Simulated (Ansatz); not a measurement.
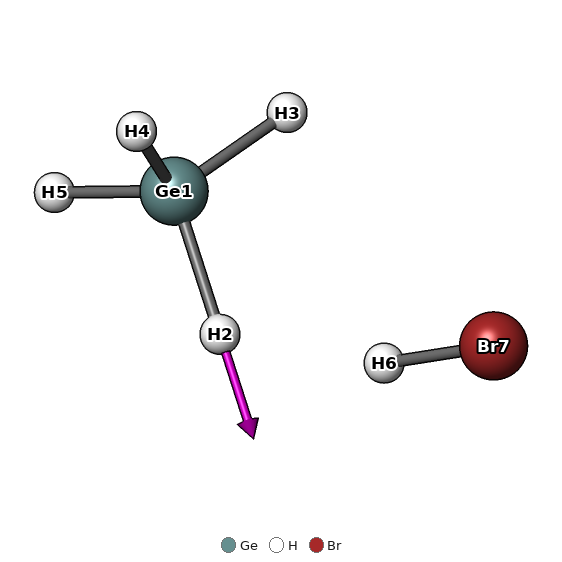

The arrows show one normal mode. Harmonic vibrations computed with RKS PBE0-D4/def2-TZVP (Ansatz 0.2.0) at a stationary point of the same level.

> Describe the motion.

Mostly Ge–H stretching.

> At what wavenumber does it lie?

2134 cm⁻¹; it is mode 11 of 15 counted from the lowest.
